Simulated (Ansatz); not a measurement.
# CHAlP (quartet): wave-function methods side by side, cc-pVDZ

How much of the correlation energy of CHAlP (quartet) does each wave-function method recover here?

Method: cc-pVDZ, core rule «outside noble gas», up to 11 orbitals frozen; program: Ansatz 0.2.0, Gaussian basis.

The runs, in order: UHF; CCSD(T) on ROHF; CCSD(T) on UHF; BCCD(T) on ROHF; CISD as a restricted active space (open shells left free, so some higher excitations enter); CCSDT(Q) on ROHF; CCSDT(Q) on UHF.

18 further runs of the same task are left out: 6 that didn't finish, 12 set aside as unsound or not needed. Runs told in other sessions of the task aren't counted.

**1. The system**

The geometry is a PBE0/def2-TZVP stationary point (not a proven minimum) of the parent state, kept for this charge and spin.

4 atoms, charge 0, spin multiplicity 4.

Atoms are counted from 1 here; the program's logs count them from 0.

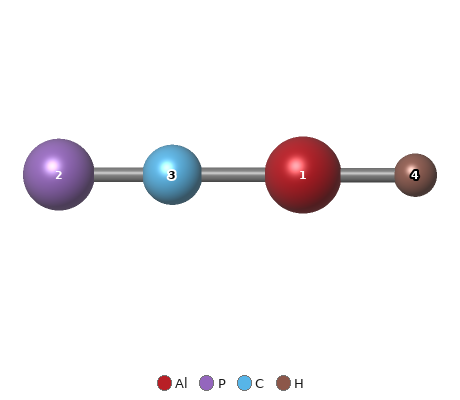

The geometry (aluminium red, phosphorus purple, carbon blue, hydrogen brown); atoms are numbered from 1 in the order of the file.

In the tables R marks a restricted open-shell determinant and U an unrestricted one; energies count from the table's Hartree-Fock row.

**2. UHF**

Input file in.yaml:

```yaml
crystal:
  periodic: [false, false, false]
  atoms:
    - {symbol: Al, position_ang: [0.000000, 0.000000, -0.910497]}
    - {symbol: P, position_ang: [0.000000, 0.000000, 2.477321]}
    - {symbol: C, position_ang: [0.000000, 0.000000, 0.902670]}
    - {symbol: H, position_ang: [0.000000, 0.000000, -2.469495]}
basis:
  gaussian: {orbitals: cc-pVDZ}
magnetization: {spin_polarized: true, initial_magnetization: 3}
hamiltonian: {xc: hf}
output: {orbitals: {seedname: orbitals}}
```

Command:

```
$ ansatz run in.yaml --threads 1 --pin off --events-out ev --progress --plain --max-ram 2393MiB
```

The program printed:

```text
Functional definition: HF
  name "HF"
  cite "Fock, Z. Phys. 61, 126 (1930) doi:10.1007/BF01340294"
  parent pbe
  exchange = exact_x
  correlation = 0
549 factors; integrals over basis functions are off by at most 1.2e-3 eV
mean field evaluation 1: about -16893.9488 eV, gradient 1.4e1 eV
mean field evaluation 2: about -16893.9543 eV, gradient 1.4e1 eV
mean field evaluation 4: about -16895.8048 eV, gradient 2.5e0 eV
mean field evaluation 8: about -16896.0352 eV, gradient 3.3e-1 eV
mean field evaluation 16: about -16895.3212 eV, gradient 3.0e0 eV
mean field evaluation 32: about -16895.3263 eV, gradient 3.0e0 eV
mean field evaluation 64: about -16894.5069 eV, gradient 4.3e0 eV
mean field evaluation 96: about -16894.1738 eV, gradient 8.4e-1 eV
mean field evaluation 128: about -16892.2423 eV, gradient 1.0e0 eV
mean field -16896.05569400 eV, -620.9185941965 hartree, gradient 1.6e-5 eV, S^2 3.881905; 1 other end points of the search recorded, 0 dependent functions left out
reference -16896.05569400 eV, -620.9185941965 hartree; 19, 16 occupied and 36, 39 virtual orbitals, 549 factors
Total energy: -16896.05569400 eV, -620.9185941965 hartree
```

Run time: 2.5 s. Hardware: 1 thread of Arm Neoverse V2, shared host.

From the report: ⟨S²⟩ of the determinant 3.882 (pure quartet: 3.75).

**3. CCSD(T) on ROHF**

in.yaml: that of step 2 with these lines changed.

```diff
@@ -9,4 +9,4 @@
   gaussian: {orbitals: cc-pVDZ}
-magnetization: {spin_polarized: true, initial_magnetization: 3}
-hamiltonian: {xc: hf}
-output: {orbitals: {seedname: orbitals}}
+magnetization: {spin_polarized: false, initial_magnetization: 3}
+correlation: {method: ccsd_t, electrons: outside_noble_gas}
+output: {forces: true}
```

The command is unchanged.

The program printed, shortened:

```text
Functional definition: HF
  name "HF"
  cite "Fock, Z. Phys. 61, 126 (1930) doi:10.1007/BF01340294"
  parent pbe
[...]
549 factors; integrals over basis functions are off by at most 1.2e-3 eV
[...]
mean field -16895.68035346 eV, -620.9048006863 hartree, gradient 2.3e-6 eV, S^2 3.750000; 20 other end points of the search recorded, 0 dependent functions left out
[...]
determinant -16895.68035346 eV, -620.9048006863 hartree, with singles and doubles -16903.61073529 eV, -621.1962368429 hartree
determinant -16894.45205438 eV, -620.8596615276 hartree, with singles and doubles -16902.16154014 eV, -621.1429799035 hartree
determinant -16894.31022492 eV, -620.8544493911 hartree, with singles and doubles -16902.16990138 eV, -621.1432871734 hartree
determinant -16893.78047888 eV, -620.8349815831 hartree, with singles and doubles -16902.26410120 eV, -621.1467489531 hartree
[...]
11 core orbitals not correlated: weight in the atoms' cores, before any rotation towards them, 1.000 or more for the frozen orbitals, at most 0.000 for the correlated occupied ones
reference -16895.68035346 eV, -620.9048006863 hartree; 8, 5 occupied and 36, 39 virtual orbitals, 549 factors
second order -6.85000524 eV of doubles, -0.14905295 eV of singles
cycle   1  -7.93139304 eV  change   -1.0e-3 eV  update   2.9e-3
[...]
cycle  14  -7.93320228 eV  change   -1.8e-7 eV  update   1.9e-7
perturbative correction -0.34899705 eV, -0.0128254049 hartree
[...]
Total energy: -16903.96255279 eV, -621.2091658978 hartree
Atom 0 at     0.000000     0.000000    -0.910497 Å, force    -0.000000     0.000000    -0.606506 eV/Å
Atom 1 at     0.000000     0.000000     2.477321 Å, force     0.000000     0.000000     7.967584 eV/Å
Atom 2 at     0.000000     0.000000     0.902670 Å, force    -0.000000    -0.000000    -7.263793 eV/Å
Atom 3 at     0.000000     0.000000    -2.469495 Å, force     0.000000     0.000000    -0.097285 eV/Å
Dipole moment:     0.000000    -0.000000    -0.370559 e Å
```

It took 23 s on 1 thread of Arm Neoverse V2, shared host.

From the report: correlation -8.2822 eV; T1 0.035; largest double amplitude 0.08.

**4. CCSD(T) on UHF**

in.yaml: that of step 3 with these lines changed.

```diff
@@ -9,3 +9,3 @@
   gaussian: {orbitals: cc-pVDZ}
-magnetization: {spin_polarized: false, initial_magnetization: 3}
+magnetization: {spin_polarized: true, initial_magnetization: 3}
 correlation: {method: ccsd_t, electrons: outside_noble_gas}
```

Same command.

The program printed, shortened:

```text
Functional definition: HF
  name "HF"
  cite "Fock, Z. Phys. 61, 126 (1930) doi:10.1007/BF01340294"
  parent pbe
[...]
549 factors; integrals over basis functions are off by at most 1.2e-3 eV
[...]
mean field -16896.05569400 eV, -620.9185941965 hartree, gradient 2.1e-6 eV, S^2 3.881905; 19 other end points of the search recorded, 0 dependent functions left out
determinant -16896.05569400 eV, -620.9185941965 hartree, with singles and doubles -16903.62341865 eV, -621.1967029478 hartree
determinant -16894.80756552 eV, -620.8727263211 hartree, with singles and doubles -16902.15137866 eV, -621.1426064762 hartree
determinant -16894.62328729 eV, -620.8659542210 hartree, with singles and doubles -16902.16597596 eV, -621.1431429171 hartree
determinant -16894.21325136 eV, -620.8508856786 hartree, with singles and doubles -16902.28653022 eV, -621.1475732044 hartree
[...]
11 core orbitals not correlated: weight in the atoms' cores, before any rotation towards them, 1.000 or more for the frozen orbitals, at most 0.000 for the correlated occupied ones
reference -16896.05569400 eV, -620.9185941965 hartree; 8, 5 occupied and 36, 39 virtual orbitals, 549 factors
second order -6.40507940 eV of doubles, -0.00000000 eV of singles
cycle   1  -7.56815620 eV  change   -4.3e-4 eV  update   3.0e-3
[...]
cycle  13  -7.57002783 eV  change    7.6e-7 eV  update   4.7e-7
perturbative correction -0.32709365 eV, -0.0120204698 hartree
[...]
Total energy: -16903.95281547 eV, -621.2088080578 hartree
Atom 0 at     0.000000     0.000000    -0.910497 Å, force    -0.000000     0.000000    -0.552381 eV/Å
Atom 1 at     0.000000     0.000000     2.477321 Å, force     0.000000     0.000000     7.979002 eV/Å
Atom 2 at     0.000000     0.000000     0.902670 Å, force     0.000000    -0.000000    -7.327916 eV/Å
Atom 3 at     0.000000     0.000000    -2.469495 Å, force    -0.000000     0.000000    -0.098705 eV/Å
Dipole moment:    -0.000000    -0.000000    -0.385862 e Å
```

Run time: 21 s. Hardware: 1 thread of Arm Neoverse V2, shared host.

From the report: ⟨S²⟩ of the determinant 3.882 (pure quartet: 3.75); correlation -7.8971 eV; T1 0.040; largest double amplitude 0.09.

**5. BCCD(T) on ROHF**

in.yaml: that of step 4 with these lines changed.

```diff
@@ -9,4 +9,3 @@
   gaussian: {orbitals: cc-pVDZ}
-magnetization: {spin_polarized: true, initial_magnetization: 3}
-correlation: {method: ccsd_t, electrons: outside_noble_gas}
-output: {forces: true}
+magnetization: {spin_polarized: false, initial_magnetization: 3}
+correlation: {method: bccd_t, electrons: outside_noble_gas}
```

Launched as before.

The program printed, shortened:

```text
Functional definition: HF
  name "HF"
  cite "Fock, Z. Phys. 61, 126 (1930) doi:10.1007/BF01340294"
  parent pbe
[...]
549 factors; integrals over basis functions are off by at most 1.2e-3 eV
[...]
mean field -16895.68035346 eV, -620.9048006863 hartree, gradient 2.3e-6 eV, S^2 3.750000; 20 other end points of the search recorded, 0 dependent functions left out
[...]
determinant -16895.68035346 eV, -620.9048006863 hartree, with singles and doubles -16903.61073529 eV, -621.1962368429 hartree
determinant -16894.45205438 eV, -620.8596615276 hartree, with singles and doubles -16902.16154014 eV, -621.1429799035 hartree
determinant -16894.31022492 eV, -620.8544493911 hartree, with singles and doubles -16902.16990138 eV, -621.1432871734 hartree
determinant -16893.78047888 eV, -620.8349815831 hartree, with singles and doubles -16902.26410120 eV, -621.1467489531 hartree
determinant -16893.67946104 eV, -620.8312692461 hartree, with singles and doubles -16901.58288404 eV, -621.1217146840 hartree
determinant -16893.54622624 eV, -620.8263729576 hartree, with singles and doubles -16901.27745411 eV, -621.1104903413 hartree
determinant -16892.99725050 eV, -620.8061984710 hartree, with singles and doubles -16901.19803002 eV, -621.1075715597 hartree
determinant -16892.85823659 eV, -620.8010898042 hartree, with singles and doubles -16901.10040493 eV, -621.1039839039 hartree
11 core orbitals not correlated: weight in the atoms' cores, before any rotation towards them, 1.000 or more for the frozen orbitals, at most 0.000 for the correlated occupied ones
reference -16895.68035346 eV, -620.9048006863 hartree; 8, 5 occupied and 36, 39 virtual orbitals, 549 factors
second order -6.85000524 eV of doubles, -0.14905295 eV of singles
cycle   1  -7.91765340 eV  change    1.3e-2 eV  update   2.2e-2
[...]
cycle  13  -7.92121920 eV  change   -5.2e-7 eV  update   6.8e-6
perturbative correction -0.35579760 eV, -0.0130753206 hartree
Total energy: -16903.95737026 eV, -621.2089754431 hartree
```

Run time: 17 s. Hardware: 1 thread of Arm Neoverse V2, shared host.

From the report: correlation -8.2770 eV; largest double amplitude 0.09.

**6. CISD as a restricted active space (open shells left free, so some higher excitations enter)**

in.yaml: that of step 5 with these lines changed.

```diff
@@ -10,2 +10,2 @@
 magnetization: {spin_polarized: false, initial_magnetization: 3}
-correlation: {method: bccd_t, electrons: outside_noble_gas}
+correlation: {active_space: {ras: {orbitals: [5, 3, 36], electrons: 13, max_holes: 2, max_particles: 2}, fixed_orbitals: true}}
```

The command is unchanged.

The program printed, shortened:

```text
Functional definition: HF
  name "HF"
  cite "Fock, Z. Phys. 61, 126 (1930) doi:10.1007/BF01340294"
  parent pbe
[...]
549 factors; integrals over basis functions are off by at most 1.2e-3 eV
[...]
mean field -16895.68035346 eV, -620.9048006863 hartree, gradient 2.3e-6 eV, S^2 3.750000; 16 other end points of the search recorded, 0 dependent functions left out
reference -16895.68035346 eV, -620.9048006863 hartree; 19, 16 occupied and 36, 39 virtual orbitals, 549 factors
state -16902.79327831 eV, -621.1661958532 hartree
Total energy: -16902.79327831 eV, -621.1661958532 hartree
```

Run time: 20 s. Hardware: 1 thread of Arm Neoverse V2, shared host.

From the report: 110,510 determinants.

**7. CCSDT(Q) on ROHF**

in.yaml: that of step 6 with these lines changed.

```diff
@@ -10,2 +10,2 @@
 magnetization: {spin_polarized: false, initial_magnetization: 3}
-correlation: {active_space: {ras: {orbitals: [5, 3, 36], electrons: 13, max_holes: 2, max_particles: 2}, fixed_orbitals: true}}
+correlation: {method: ccsdt_q, electrons: outside_noble_gas}
```

Same command.

The program printed, shortened:

```text
Functional definition: HF
  name "HF"
  cite "Fock, Z. Phys. 61, 126 (1930) doi:10.1007/BF01340294"
  parent pbe
[...]
1013 factors; integrals over basis functions are off by at most 2.0e-7 eV
[...]
mean field -16895.68044301 eV, -620.9048039772 hartree, gradient 2.3e-6 eV, S^2 3.750000; 20 other end points of the search recorded, 0 dependent functions left out
[...]
determinant -16895.68044301 eV, -620.9048039772 hartree, with singles and doubles -16903.61083369 eV, -621.1962404590 hartree
determinant -16894.45214892 eV, -620.8596650017 hartree, with singles and doubles -16902.16163930 eV, -621.1429835477 hartree
determinant -16894.31031690 eV, -620.8544527714 hartree, with singles and doubles -16902.17000433 eV, -621.1432909566 hartree
determinant -16893.78057186 eV, -620.8349850002 hartree, with singles and doubles -16902.26419330 eV, -621.1467523376 hartree
determinant -16893.67955970 eV, -620.8312728718 hartree, with singles and doubles -16901.58299289 eV, -621.1217186842 hartree
determinant -16893.54633158 eV, -620.8263768286 hartree, with singles and doubles -16901.27756055 eV, -621.1104942529 hartree
determinant -16892.99735052 eV, -620.8062021468 hartree, with singles and doubles -16901.19813809 eV, -621.1075755312 hartree
determinant -16892.85833627 eV, -620.8010934671 hartree, with singles and doubles -16901.10050803 eV, -621.1039876925 hartree
11 core orbitals not correlated: weight in the atoms' cores, before any rotation towards them, 1.000 or more for the frozen orbitals, at most 0.000 for the correlated occupied ones
reference -16895.68044301 eV, -620.9048039772 hartree; 8, 5 occupied and 36, 39 virtual orbitals, 1013 factors
second order -6.85003330 eV of doubles, -0.14905307 eV of singles
cycle   1  -7.53893488 eV  change   -5.3e-1 eV  update   1.1e-1
[...]
cycle  28  -8.34146983 eV  change   -1.3e-6 eV  update   1.1e-6
perturbative correction -0.03769205 eV, -0.0013851573 hartree
Total energy: -16904.05960490 eV, -621.2127324969 hartree
```

Wall time 93 s (1 thread of Arm Neoverse V2, shared host); peak memory 0.98 GiB.

From the report: correlation -8.3792 eV; T1 0.037; largest double amplitude 0.12.

**8. CCSDT(Q) on UHF**

in.yaml: that of step 7 with these lines changed.

```diff
@@ -9,3 +9,3 @@
   gaussian: {orbitals: cc-pVDZ}
-magnetization: {spin_polarized: false, initial_magnetization: 3}
+magnetization: {spin_polarized: true, initial_magnetization: 3}
 correlation: {method: ccsdt_q, electrons: outside_noble_gas}
```

Launched as before.

The program printed, shortened:

```text
Functional definition: HF
  name "HF"
  cite "Fock, Z. Phys. 61, 126 (1930) doi:10.1007/BF01340294"
  parent pbe
[...]
1013 factors; integrals over basis functions are off by at most 2.0e-7 eV
[...]
mean field -16896.05578543 eV, -620.9185975564 hartree, gradient 8.4e-6 eV, S^2 3.881907; 19 other end points of the search recorded, 0 dependent functions left out
determinant -16896.05578543 eV, -620.9185975564 hartree, with singles and doubles -16903.62351737 eV, -621.1967065758 hartree
determinant -16894.80766127 eV, -620.8727298396 hartree, with singles and doubles -16902.15147749 eV, -621.1426101080 hartree
determinant -16894.62337896 eV, -620.8659575898 hartree, with singles and doubles -16902.16607885 eV, -621.1431466980 hartree
determinant -16894.21334856 eV, -620.8508892507 hartree, with singles and doubles -16902.28662254 eV, -621.1475765969 hartree
determinant -16893.90229874 eV, -620.8394583806 hartree, with singles and doubles -16901.59276580 eV, -621.1220778320 hartree
determinant -16893.84454045 eV, -620.8373358023 hartree, with singles and doubles -16901.28779583 eV, -621.1108703925 hartree
determinant -16893.28170483 eV, -620.8166519748 hartree, with singles and doubles -16901.22041437 eV, -621.1083941695 hartree
determinant -16893.09842398 eV, -620.8099165280 hartree, with singles and doubles -16901.11158931 eV, -621.1043949222 hartree
11 core orbitals not correlated: weight in the atoms' cores, before any rotation towards them, 1.000 or more for the frozen orbitals, at most 0.000 for the correlated occupied ones
reference -16896.05578543 eV, -620.9185975564 hartree; 8, 5 occupied and 36, 39 virtual orbitals, 1013 factors
second order -6.40510224 eV of doubles, -0.00000000 eV of singles
cycle   1  -7.06598978 eV  change   -6.6e-1 eV  update   1.1e-1
[...]
cycle  29  -7.96801834 eV  change   -8.6e-9 eV  update   8.6e-7
perturbative correction -0.03896851 eV, -0.0014320665 hartree
Total energy: -16904.06277228 eV, -621.2128488961 hartree
```

Run time: 85 s. Hardware: 1 thread of Arm Neoverse V2, shared host; peak memory 0.75 GiB.

From the report: ⟨S²⟩ of the determinant 3.882 (pure quartet: 3.75); correlation -8.0070 eV; T1 0.043; largest double amplitude 0.13.

**9. All levels against the top one**

The yardstick is RCCSDT(Q), where the cluster series has nearly closed. Rows without a time are mean-field rows or come out of runs for another level: lower rungs of the coupled-cluster runs, or the Hartree-Fock search. The times of RCCSD(T), UCCSD(T) include forces.

Differences are taken before rounding.

```
   method  energy from the lowest ROHF (meV)  from RCCSDT(Q) (meV)  time
      ROHF                               0.0               +8379.3      
      UHF                            -375.3               +8003.9      
     RMP2                           -6999.1               +1380.2      
     UMP2                           -6780.4               +1598.8      
     CISD                           -7112.9               +1266.3  20 s
    RCCSD                           -7933.2                +446.0      
    UCCSD                           -7945.4                +433.9      
 RCCSD(T)                           -8282.2                 +97.1  23 s
 UCCSD(T)                           -8272.5                +106.8  21 s
  BCCD(T)                           -8277.0                +102.2  17 s
   RCCSDT                           -8341.6                 +37.7      
   UCCSDT                           -8343.5                 +35.8      
RCCSDT(Q)                           -8379.3                     0  93 s
UCCSDT(Q)                           -8382.4                  -3.2  85 s
```

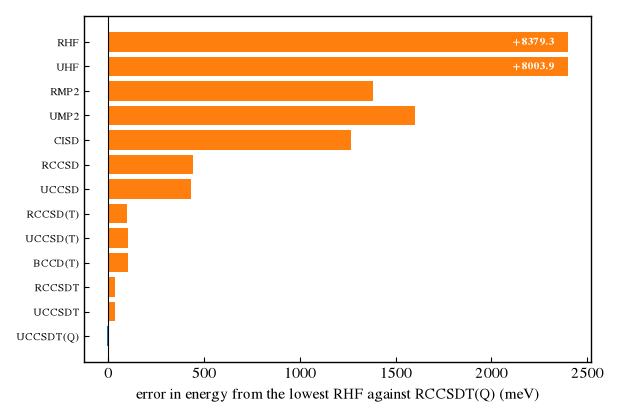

Error of each method against RCCSDT(Q). Bars with a number in them are cut short.

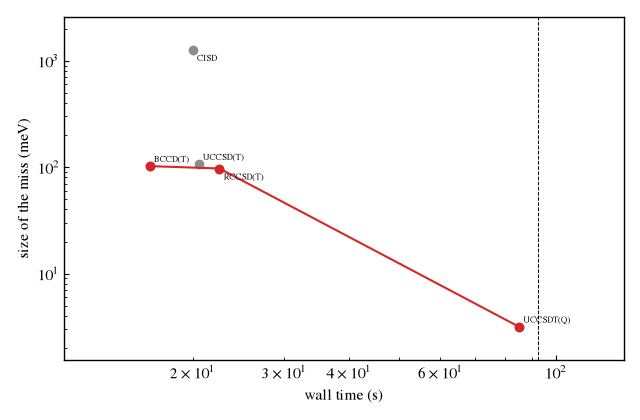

Miss against cost. Red marks the levels that no quicker level drawn beats (of those quicker than the yardstick), and the dashed line is the time of RCCSDT(Q). Times are from a shared host.

**10. What came out**

```
                         quantity                      value
    RCCSDT(Q) from the ROHF energy                 -8.3793 eV
              RMP2 from RCCSDT(Q)                +1380.2 meV
              UMP2 from RCCSDT(Q)                +1598.8 meV
             RCCSD from RCCSDT(Q)                 +446.0 meV
          RCCSD(T) from RCCSDT(Q)                  +97.1 meV
          UCCSD(T) from RCCSDT(Q)                 +106.8 meV
         UCCSDT(Q) from RCCSDT(Q)                   -3.2 meV
levels within 1 kcal/mol (43 meV)  RCCSDT, UCCSDT, UCCSDT(Q)
                    T1 diagnostic                      0.035
```

**Reading.** RCCSD(T) lands +97.1 meV from the yardstick (1.2 % of the correlation energy). These misses are within one basis, not against nature; the frozen cores of restricted and unrestricted runs differ, which can shift their rows.

With open shells the CI space here admits some higher excitations, so it is larger than plain CISD.

For cost: UCCSDT(Q) gets within 3.2 meV in 85 s, where RCCSDT(Q) took 93 s; the quickest level in the cost chart, BCCD(T), takes 17 s and misses by 102.2 meV.
